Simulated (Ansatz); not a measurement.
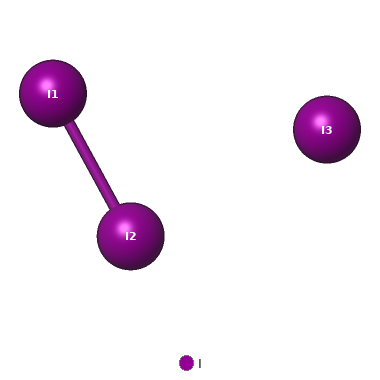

The system is I⁻ + I₂; the picture shows the reference structure. The first coordinate is: distance I1–I2; the second: distance I2–I3. Nothing is relaxed (the angle I1–I2–I3 is fixed at 90 degrees). Grid: 10 × 10 points; 55 points were computed and 45 follow by symmetry. Points are written as (first, second). Energies: kcal/mol, counted from the lowest grid point. The reference is spin-restricted, so regions where a bond is pulled apart into radicals lie too high. Method: RKS PBE0-D4/def2-SVPD in Ansatz.

Its coordinates:

```xyz
3

I    -2.7820    0.0000    0.0000
I     0.0000    0.0000    0.0000
I     0.0000    3.8240    0.0000
```

Range: distance I1–I2 from 2.224 to 3.824 Å; distance I2–I3 from 2.224 to 3.824 Å.

### What landscape does the calculation give?

The lowest grid point is at (2.782 Å, 3.824 Å). It lies in a valley that leaves the map towards separated partners. The highest grid point, (2.224 Å, 2.224 Å), lies 247 kcal/mol above the lowest. On the interpolated surface the lowest path from the side where the first distance is long, about (3.82 Å, 2.74 Å), to the side where the second distance is long, about (2.74 Å, 3.82 Å), has its top at about (3.23 Å, 3.23 Å), about 8.8 kcal/mol above the start and 8.8 kcal/mol above the end.

| distance I2–I3 ↓, distance I1–I2 → | 2.224 | 2.316 | 2.450 | 2.608 | 2.782 | 2.969 | 3.168 | 3.378 | 3.597 | 3.824 |
| --- | --- | --- | --- | --- | --- | --- | --- | --- | --- | --- |
| 3.824 | 54 | 30 | 11 | 1 | 0 | 3 | 7 | 12 | 16 | 20 |
| 3.597 | 55 | 32 | 12 | 3 | 2 | 4 | 7 | 11 | 14 | 16 |
| 3.378 | 59 | 35 | 16 | 6 | 5 | 6 | 8 | 10 | 11 | 12 |
| 3.168 | 66 | 42 | 23 | 13 | 11 | 10 | 9 | 8 | 7 | 7 |
| 2.969 | 78 | 54 | 34 | 25 | 19 | 14 | 10 | 6 | 4 | 3 |
| 2.782 | 97 | 73 | 53 | 41 | 30 | 19 | 11 | 5 | 2 | 0 |
| 2.608 | 125 | 101 | 79 | 59 | 41 | 25 | 13 | 6 | 3 | 1 |
| 2.450 | 164 | 139 | 109 | 79 | 53 | 34 | 23 | 16 | 12 | 11 |
| 2.316 | 210 | 178 | 139 | 101 | 73 | 54 | 42 | 35 | 32 | 30 |
| 2.224 | 247 | 210 | 164 | 125 | 97 | 78 | 66 | 59 | 55 | 54 |

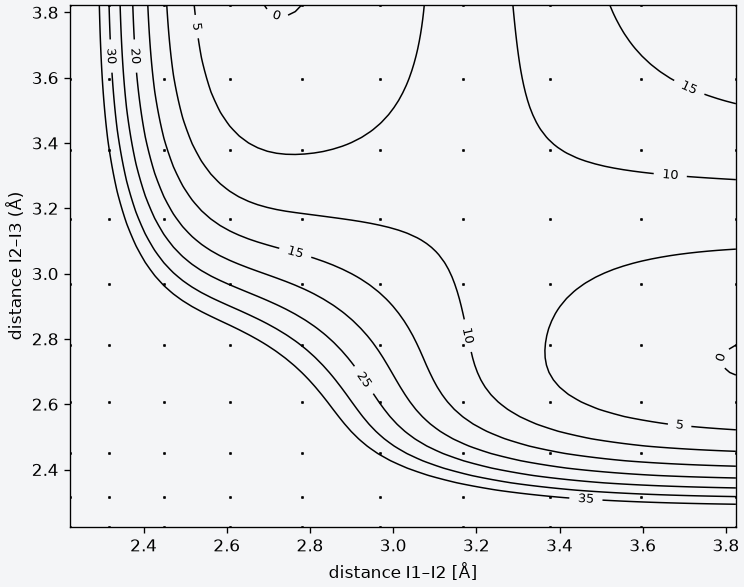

In the figure: contour lines labelled in kcal/mol (none above 35), dots at the grid points. Between grid points the surface is interpolated.

Each point was launched as `ansatz run input.yaml --threads 1 --pin off --max-ram 2560MiB --backend cpu --events-out ev --progress --plain --runs-dir out`. The whole map (55 points run) took 16 min on 1 thread of Arm Neoverse V1 (shared host).
